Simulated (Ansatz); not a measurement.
# SrLiH3 (model cell, started as cubic perovskite with Sr in the octahedra): a soft mode frozen in, part 3 of 3

Wanted: the energy along a soft mode of SrLiH3 (model cell, started as cubic perovskite with Sr in the octahedra) and the structure at the end.

Ansatz 0.2.0; DFT PBEsol, scalar-relativistic, plane waves, PAW.

So far. Step 5 (Energy along the mode, all amplitudes (two of the runs …): The lowest of the steps tried is the last one, at 0.6 Å, 103 meV/atom below the parent; the bottom of the well need not coincide with a step. Step 7 (The new phase in its own primitive cell): The largest force component left is 0.094 meV/Å and the pressure is 0.001 GPa, within the tolerances set. The cell now holds 15.94 Å³/atom. The relaxed cell has a = 5.705, c = 16.969 Å (conventional setting).

The structure was built from a prototype and need not be the compound's stable phase.

## Step 8: Modes of the new phase, k-mesh 6×6×6

A relaxed structure may still be a saddle point, so its zone-centre modes are computed. The response to a homogeneous field gives the Born charges and the dielectric tensor.

input.yaml reads:

```yaml
crystal:
  lattice:
    - [2.8525827311, 1.6469394077, 5.6564704253]
    - [-2.8525827311, 1.6469394077, 5.6564704253]
    - [0.0, -3.2938788154, 5.6564704253]
  atoms:
    - { symbol: Li, position: [0.25, 0.25, 0.25] }
    - { symbol: Li, position: [0.75, 0.75, 0.75] }
    - { symbol: Sr, position: [0.5, 0.5, 0.5] }
    - { symbol: Sr, position: [0.0, 0.0, 0.0] }
    - { symbol: H, position: [0.9363187939, 0.25, 0.5636812061] }
    - { symbol: H, position: [0.0636812061, 0.75, 0.4363187939] }
    - { symbol: H, position: [0.4363187939, 0.0636812061, 0.75] }
    - { symbol: H, position: [0.5636812061, 0.9363187939, 0.25] }
    - { symbol: H, position: [0.75, 0.4363187939, 0.0636812061] }
    - { symbol: H, position: [0.25, 0.5636812061, 0.9363187939] }
kpoints:
  mp_grid: { grid: [6, 6, 6] }
hamiltonian:
  xc: pbesol
scf:
  occupations: { method: fixed }
output:
  eigenvalues: true
phonons:
  method: dfpt
  dielectric: true
  rigid_motions: translations
```

Started as:

```sh
$ ansatz run input.yaml --threads 8 --pin off --max-ram 14336MiB --backend cpu --events-out ev --progress --plain --runs-dir out
```

Numbers of over 12 decimals in the logs are rounded to 6 here.

Output:

```text
[...]
Crystal: 10 atoms, lattice volume = 159.446 Å³
Basis set: ecut = 420 eV, 3121 PW (Γ), exchange–correlation on 96×96×96 points (8 copies of the dense FFT grid, shifted against one another)
Bands: 26, of which v1, the nominal top of the filled ones, is band 16 counted from 1 (15 counted from 0)
Symmetry: 12 space group operations
k-points: 112 of 216 (irreducible under 1 space group operation, time reversal used)
[...]
SCF iter   1: F=—  HF=-7487.771816 eV  |F-HF|=—  |Δ(HF+E_count)|=         —  Δρ=6.83e-3  dr2=6.63e-2  ethr=1.77e-3  ⟨swp⟩=5.0  Hψ=13330  notcnv=0  defer=645
[...]
SCF iter   8: F=-7487.750492 eV  HF=-7487.750492 eV  |F-HF|=3.46e-11  |Δ(HF+E_count)|=  4.82e-10  Δρ=2.49e-7  dr2=7.94e-11  ethr=1.00e-12  ⟨swp⟩=18.3  Hψ=25729  notcnv=0
SCF 1 converged in 8 iterations: F = -7487.750492 eV  dr2 = 7.94e-11
[...]
NSCF: frozen V_eff on 6 k-points
DFPT response loops at Γ: preconditioner auto → Resta (q_TF=auto, 2.088 Å⁻¹)  ε∞=5.5 (no band partly filled); β = 1.00, the filter's whole step (`scf.mixing.beta` (0.50) is not read by the response loops at its default; to damp them type it under 1.00, their step now; it binds the ground state too); Broyden in place of MSR1
── the response to a field inside a basis, on 6×6×6 k-points: an SCF that follows is theirs, and a resumed run solves both again ──
Bands: 17, of which v1, the nominal top of the filled ones, is band 16 counted from 1 (15 counted from 0)
k-points: 28 of 216
[...]
Eigensolver: Dense (28 Hₖ)
SCF iter   1: F=—  HF=-7487.745355 eV  |F-HF|=—  |Δ(HF+E_count)|=         —  Δρ=1.25e-4  dr2=7.88e-6  ethr=1.00e-1
[...]
SCF iter   3: F=-7487.745361 eV  HF=-7487.745361 eV  |F-HF|=6.50e-8  |Δ(HF+E_count)|=   2.18e-6  Δρ=6.74e-6  dr2=8.17e-8  ethr=6.50e-9
SCF 1 converged in 3 iterations: F = -7487.745361 eV  dr2 = 8.17e-8
[...]
SCF converged after 8 iterations
Free energy (F): -7487.750492 eV
[...]
Internal energy: -7487.750492 eV  (E = F + TS)
E sigma→0 (E₀):  -7487.750492 eV
Fermi energy:    1.528523 eV
[...]
--- Band table (eV; the first three rows and the last of 112) ---
  k-point 0: bands = [... 12 lower, 0.0461, 0.8900, 1.5285, 1.5285, 3.5120, 4.6832, 4.6832, 7.5273, ... 6 higher]
  k-point 1: bands = [... 12 lower, 0.1098, 0.8458, 1.2635, 1.3351, 3.7497, 4.7966, 4.9207, 6.9635, ... 6 higher]
  k-point 2: bands = [... 12 lower, 0.2782, 0.7100, 0.7610, 0.9533, 4.2900, 4.8833, 5.3960, 6.5967, ... 6 higher]
  k-point 111: bands = [... 12 lower, 0.6911, 0.6911, 0.6911, 0.6911, 5.7366, 5.7366, 5.7366, 5.7366, ... 6 higher]
--- Phonons (Γ-DFPT): 6 representative perturbations + reference, on 112 of 216 k-points (Σ response iterations 19) ---
  k mesh reduced under 1 symmetry operation, with k and −k counted as one. Each operation leaves every solved perturbation unchanged. A smaller set is not considered because the run solves the response to a homogeneous field
  ASR residual: 7.836e-5 → 0.000e0 eV/Å²; symmetrization residual: 3.402e-6 eV/Å²
  ASR residual per site (eV/Å²): 3.05e-5 3.05e-5 7.84e-5 7.84e-5 5.70e-5 5.70e-5 5.76e-5 5.76e-5 5.70e-5 5.70e-5
  Γ frequencies (cm⁻¹): -267.68 -235.05 -235.05 -78.03 0.00 0.00 0.00 121.42 121.42 134.52 193.45 240.46 240.46 303.89 303.89 502.31 502.31 595.03 887.77 904.02 904.02 959.42 959.42 1010.86 1014.08 1014.08 1022.38 1030.36 1030.36 1057.59
  ε∞ (high-frequency dielectric tensor):
        3.338001     0.000000    -0.000000
        0.000000     3.338001    -0.000000
        0.000000    -0.000000     3.551358
  softest optical mode at Γ: -267.68 cm⁻¹; the repairs (sum rule, projections) moved no ω² at Γ by more than (6.66 cm⁻¹)²
  Born effective charges Z* (e; rows j = field, columns β = displacement):
    site 0:
         0.76568   -0.00000   -0.00000
         0.00000    0.76568   -0.00000
        -0.00000   -0.00000    0.89747
    site 1:
         0.76568    0.00000   -0.00000
         0.00000    0.76568   -0.00000
        -0.00000   -0.00000    0.89747
    site 2:
         2.07624    0.04057   -0.00000
        -0.04057    2.07624   -0.00000
        -0.00000   -0.00000    2.03473
    site 3:
         2.07624   -0.04057    0.00000
         0.04057    2.07624   -0.00000
         0.00000   -0.00000    2.03473
    site 4:
        -0.96754    0.03505   -0.04847
         0.03505   -0.92707    0.02799
        -0.05619    0.03244   -0.97740
    site 5:
        -0.96754    0.03505   -0.04847
         0.03505   -0.92707    0.02799
        -0.05619    0.03244   -0.97740
    site 6:
        -0.90684   -0.00000   -0.00000
        -0.00000   -0.98777   -0.05597
        -0.00000   -0.06488   -0.97740
    site 7:
        -0.90684   -0.00000   -0.00000
        -0.00000   -0.98777   -0.05597
        -0.00000   -0.06488   -0.97740
    site 8:
        -0.96754   -0.03505    0.04847
        -0.03505   -0.92707    0.02799
         0.05619    0.03244   -0.97740
    site 9:
        -0.96754   -0.03505    0.04847
        -0.03505   -0.92707    0.02799
         0.05619    0.03244   -0.97740
  Z* charge neutrality: 2.830e-3 e pre-enforcement
  solved inside a basis spanned on kpoints, on 6×6×6 k-points, its susceptibility summed on 10×10×10: ε∞ is read to err by 8.8e-3, Z* by 1.1e-2 e (field_mesh: kpoints solves on kpoints); Z* is corrected for what the basis lacks
  optical modes at Γ without the LO–TO term, one row a degenerate level:
      ω (cm⁻¹)  modes    IR ((D/Å)²/amu)
       -267.68      1            73.7493
       -235.05      2            53.7901
        -78.03      1             0.0000
        121.42      2             1.0063
        134.52      1             0.0000
        193.45      1             2.0200
        240.46      2             0.0000
[...]
optical modes at Γ + LO–TO along q̂ = [1.0000, 0.0000, 0.0000]:
      ω (cm⁻¹)  modes    IR ((D/Å)²/amu)
[...]
optical modes at Γ + LO–TO along q̂ = [0.0000, 1.0000, 0.0000]:
      ω (cm⁻¹)  modes    IR ((D/Å)²/amu)
[...]
optical modes at Γ + LO–TO along q̂ = [0.0000, 0.0000, 1.0000]:
      ω (cm⁻¹)  modes    IR ((D/Å)²/amu)
[...]
303.89      2             0.8174
        377.29      1            36.2170
        502.31      2             0.0000
        595.03      1             0.0000
        904.02      2           179.9814
        959.42      2             0.0000
       1010.86      1             0.0000
       1014.08      2            24.0914
       1022.38      1             0.0000
       1030.36      2             0.0000
       1050.91      1           102.1100
       1057.59      1             0.0000
```

The job ended after 49 s (8 threads of Arm Neoverse V2, shared host; peak memory 2 GiB; 6 min of CPU time).

Numbers from this step:

* sum-rule residual before enforcement: 7.84e-5 eV/Å²
* miss of the charge sum rule: 0.002830 e
* estimated error of the dielectric tensor: 0.008791
* estimated error of the Born charges: 0.01134 e
* point group: -3m
* highest optical mode at the zone centre (no LO-TO term): 1058 cm⁻¹
* lowest optical zone-centre mode: -267.7 cm⁻¹
* mean high-frequency dielectric constant: 3.409
* largest Born charge (third of the trace): 2.062 e
* top of the zone-centre spectrum with the field: 1142 cm⁻¹

Without the LO-TO term. Patterns of degenerate modes are one choice out of their space. The modes at Γ (shares of kinetic energy by element, %) (negative means imaginary):

```
mode  frequency (cm⁻¹)  symmetry  Li %  Sr %  H %
   1            -267.7       A2u    14     0   86
   2            -235.1        Eu     1     3   96
   3            -235.1        Eu     1     3   96
   4             -78.0       A2g    94     0    6
   5               0.0  acoustic     7    90    3
   6               0.0  acoustic     7    90    3
   7               0.0  acoustic     7    90    3
   8             121.4        Eu     0    98    2
   9             121.4        Eu     0    98    2
  10             134.5       A1u     0   100    0
  11             193.4       A2u    79     9   12
  12             240.5        Eg    69     0   31
  13             240.5        Eg    69     0   31
  14             303.9        Eu    81     8   10
  15             303.9        Eu    81     8   10
  16             502.3        Eg    23     0   77
  17             502.3        Eg    23     0   77
  18             595.0       A2g     6     0   94
  19             887.8       A2u     0     1   99
  20             904.0        Eu     5     1   94
  21             904.0        Eu     5     1   94
  22             959.4        Eg     2     0   98
  23             959.4        Eg     2     0   98
  24            1010.9       A1g     0     0  100
  25            1014.1        Eu     5     0   94
  26            1014.1        Eu     5     0   94
  27            1022.4       A1u     0     0  100
  28            1030.4        Eg     6     0   94
  29            1030.4        Eg     6     0   94
  30            1057.6       A2g     0     0  100
```

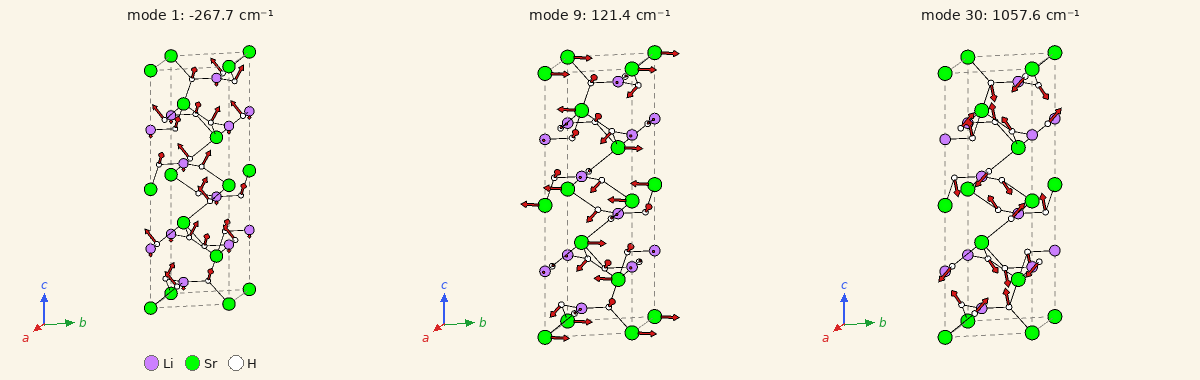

Displacement patterns of modes 1, 9 and 30 at Γ; arrows are exaggerated. Bonds to atoms that aren't drawn are left out. Some periodic images of atoms are drawn too.

Optical modes at the zone centre, without and with the macroscopic field of the longitudinal modes; each column is sorted by frequency, so a row need not hold one and the same mode. Modes with and without the field, by row:

```
rank among optical modes  no field (cm⁻¹)  q along (1, 0, 0) (cm⁻¹)  q along (0, 0, 1) (cm⁻¹)
                       1           -267.7                    -267.7                    -235.1
                       2           -235.1                    -235.1                    -235.1
                       3           -235.1                       -78                       -78
                       4              -78                      79.5                     121.4
                       5            121.4                     121.4                     121.4
                       6            121.4                     134.5                     134.5
                       7            134.5                     159.2                     178.5
                       8            193.4                     193.4                     240.5
                       9            240.5                     240.5                     240.5
                      10            240.5                     240.5                     303.9
                      11            303.9                     303.9                     303.9
                      12            303.9                     307.2                     377.3
                      13            502.3                     502.3                     502.3
                      14            502.3                     502.3                     502.3
                      15              595                       595                       595
                      16            887.8                     887.8                       904
                      17              904                       904                       904
                      18              904                     959.4                     959.4
                      19            959.4                     959.4                     959.4
                      20            959.4                     994.2                      1011
                      21             1011                      1011                      1014
                      22             1014                      1014                      1014
                      23             1014                      1022                      1022
                      24             1022                      1030                      1030
                      25             1030                      1030                      1030
                      26             1030                      1058                      1051
                      27             1058                      1142                      1058
```

Born charge (rows field, columns displacement) (e), principal values of the symmetric part by kind of site:

```
atom  atoms with these values    low  middle   high   mean
 Li1                        2   0.77    0.77   0.90   0.81
 Sr3                        2   2.03    2.08   2.08   2.06
  H5                        6  -1.04   -0.92  -0.91  -0.96
```

In full for Sr3:

```
 2.08  0.04  0.00
-0.04  2.08  0.00
 0.00  0.00  2.03
```

High-frequency dielectric tensor:

```
3.34 0.00 0.00
0.00 3.34 0.00
0.00 0.00 3.55
```

Transverse modes; imaginary modes are left out. Infrared lines, with heights relative to the strongest:

```
position (cm⁻¹)  label  relative intensity
            121     Eu                 0.6
            134    A1u                 0.0
            194    A2u                 1.1
            240     Eg                 0.0
            304     Eu                 0.5
            502     Eg                 0.0
            595    A2g                 0.0
            888    A2u                  35
            904     Eu                 100
            959     Eg                 0.0
           1011    A1g                 0.0
           1014     Eu                  13
           1022    A1u                 0.0
           1030     Eg                 0.0
           1058    A2g                 0.0
```

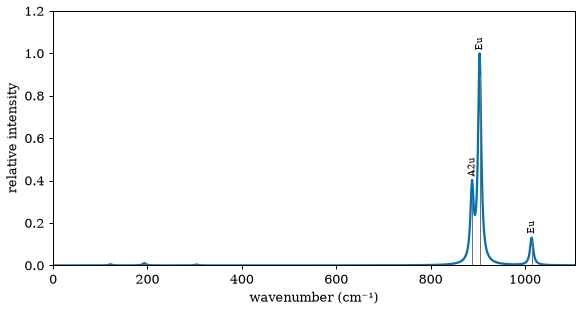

The infrared spectrum, broadened with Lorentzians of width 8 cm⁻¹; bars mark the lines.

Before it was imposed, the acoustic sum rule was missed by 7.8e-5 eV/Å² and the charge sum rule by 0.0028 e. Small misses are needed for a sound result but don't prove that mesh and cutoff are converged. The lowest optical mode is imaginary, 267.7i cm⁻¹, so the energy falls along it.

## Step 9: What came out

* unstable mode of the parent: q = (-0.5, -0.5, -0.5), 560i cm⁻¹
* depth at the lowest point sampled: 103 meV/atom
* largest atomic shift at that point: 0.6 Å
* space group reached (within 0.01 Å): R-3c
* energy gained over the parent (first relaxation, on the mesh of the frozen mode): 312 meV/atom
* volume per atom, phase reached: 15.9 Å³
* gap on the k-mesh, phase reached: 1.98 eV
* lowest optical zone-centre mode, phase reached: -268 cm⁻¹
* highest optical mode at the zone centre (no LO-TO term), phase reached: 1058 cm⁻¹

What this shows: Along this mode the structure falls into R-3c, 312 meV/atom below the parent. At the parent's cell the well is 102.5 meV/atom deep on the steps tried, with its lowest point at a shift of 0.6 Å. That is the last step tried, so the steps alone don't bracket the bottom of the well. Relaxing atoms and cell changes the gain by +209.31 meV/atom against the lowest step (energies at zero smearing). Most of the total comes from this relaxation. The new phase still has an imaginary mode at the zone centre of its cell, so it is a saddle point on the way to a lower structure. Of the 5 patterns followed to their end from this parent, this one reaches the lowest energy. Each path keeps the symmetry of its pattern, so a lower phase may lie along a pattern not tried. The starting cell was built on a prototype and not taken from a measurement, so the phase need not exist.

[Logs are printed without paths, hosts, clocks, repeated set-up lines and the standing remarks that a program may print on its own settings, such as how far it seeks lower states.]

[Hosts, paths, dates, database ids (printed as entryN), source tags and the programs' standing remarks are cut or masked in the printed files.]
